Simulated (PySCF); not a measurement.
# GeH₉NSi, SMILES `[GeH4].[SiH3]N`: electronic structure

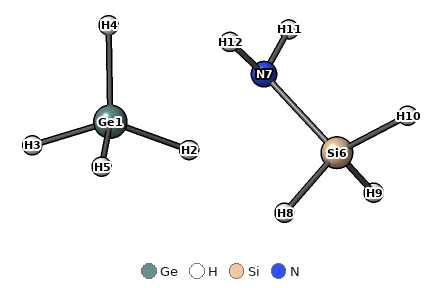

The molecule, with its atoms numbered as below. The pair's geometry is semi-empirical, so its contact may be too short or too long.

Geometry (Å), atoms numbered from 1:

```
Ge1     -1.5507   -0.0723   -0.0002
H2      -0.9133   -0.6044   -1.2231
H3      -2.9778   -0.5229    0.0003
H4      -1.5700    1.4113   -0.0063
H5      -0.9165   -0.5931    1.2295
Si6      2.5775   -0.3007   -0.0003
N7       1.2601    0.8302    0.0004
H8       2.3974   -1.1055    1.2051
H9       2.4336   -1.0599   -1.2397
H10      3.8952    0.3521    0.0314
H11      1.1904    1.4253   -0.8123
H12      1.1785    1.4106    0.8226
```

Part 1: Bonding charge

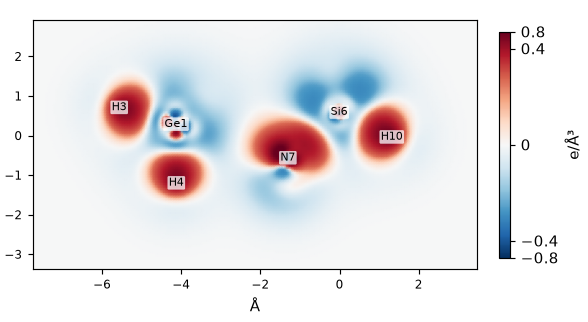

Deformation density (molecule less spherical, spin-averaged free atoms) in the plane of Ge1, H3, H4, Si6, N7 and H10; colour scale in e/Å³, logarithmic beyond ±0.1; red: gain, blue: loss.

PySCF calculation, B3LYP/cc-pVDZ, gas phase; geometry: GFN2-xTB.

How much density has each bond in this plane gained at its critical point, relative to the free atoms?

Answer. Ge1–H4: +0.22 e/Å³ at the bond critical point (bond length 1.48 Å, Mayer order 1.0). Ge1–H3: +0.22 e/Å³ at the bond critical point (bond length 1.50 Å, Mayer order 0.9). Si6–H10: +0.15 e/Å³ at the bond critical point (bond length 1.47 Å, Mayer order 0.9). Si6–N7: +0.05 e/Å³ at the bond critical point (bond length 1.74 Å, Mayer order 1.1); up to 0.6 Å beside the axis the gain reaches +0.37 e/Å³. In all, 2.6 electrons gather in the regions of gain relative to the promolecule. A small or negative value marks a very polar bond, one between electron-rich atoms, whose free-atom densities already overlap strongly, a long bond to a heavier atom, or a closed-shell contact such as a hydrogen bond.

Where do the Hirshfeld charges lie?

Answer. The highest Hirshfeld charge is on Si6 (+0.37 e), the lowest on N7 (−0.26 e).

```
atom  charge (e)
 Ge1       +0.25
  H2       −0.08
  H3       −0.10
  H4       −0.08
  H5       −0.08
 Si6       +0.37
  N7       −0.26
  H8       −0.08
  H9       −0.08
 H10       −0.10
 H11       +0.12
 H12       +0.12
```

Part 2: Electrostatic potential

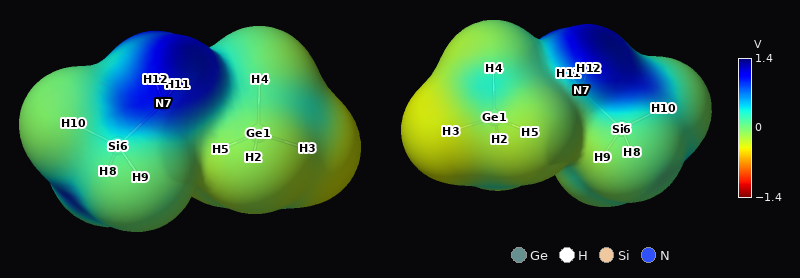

Electrostatic potential on the surface of electron density 0.001 a.u. (back view left, front view right).

Where are the extremes of the potential on the surface?

Answer. Highest: 1.34 V, 1.3 Å from H12, and at like points elsewhere. Further maxima include 0.95 V, about equally far (2.0 Å) from Si6, H8 and H9; 0.30 V, near H4 (2.02 Å), Ge1 (2.11 Å), H3 (2.13 Å) and H2 (2.20 Å). Lowest: −0.39 V, 1.5 Å from H3, and at like points elsewhere. Further minima include −0.22 V, 1.5 Å from H5, and at like points elsewhere. The surface is sampled at points, so like sites can differ by a few per cent and only the strongest of them is named.

What volume does the surface enclose, and what is the dipole moment?

Answer. About 135 Å³; the dipole moment is 1.8 D.

Part 3: Binding density

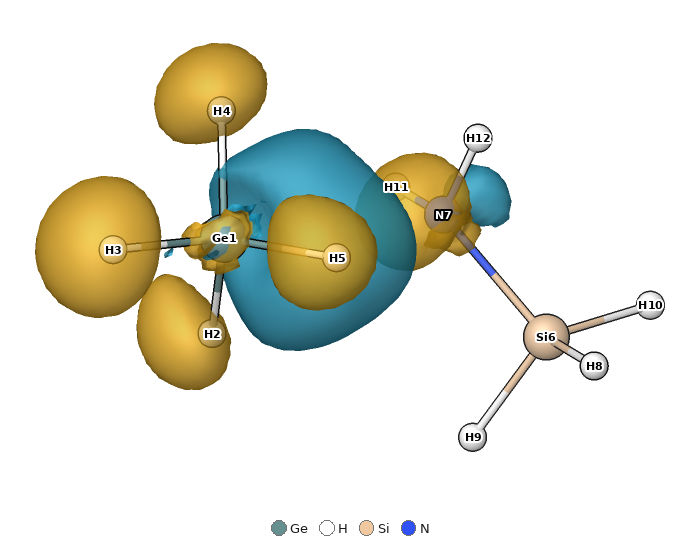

Density of the complex less the densities of the two fragments at the same geometry, ±0.004 e/Å³ (yellow: gain, teal: loss). Fragment A: GeH4 (atoms 1–5); fragment B: SiH5N.

Level of theory: B3LYP/cc-pVDZ (PySCF), at a geometry from GFN2-xTB.

How is the density rearranged on binding?

Answer. Hirshfeld charges show 0.016 e passing from B to A. By Hirshfeld charges, electrons gather most on H3 (−0.018 e) and leave Ge1 most (+0.017 e); 0.09 e is displaced in all, which induces a dipole of 0.73 D.

What is the interaction energy, and which contacts carry it?

Answer. The counterpoise-corrected interaction energy of the frozen fragments is +2.0 kcal/mol without dispersion correction and −1.2 kcal/mol with D3(BJ). The pair geometry is semi-empirical, not a minimum at this level. Contacts: Ge1···N7, 2.95 Å, ρ = 0.016 a.u. The pose is a local one from a semi-empirical search, not shown to be the most stable.
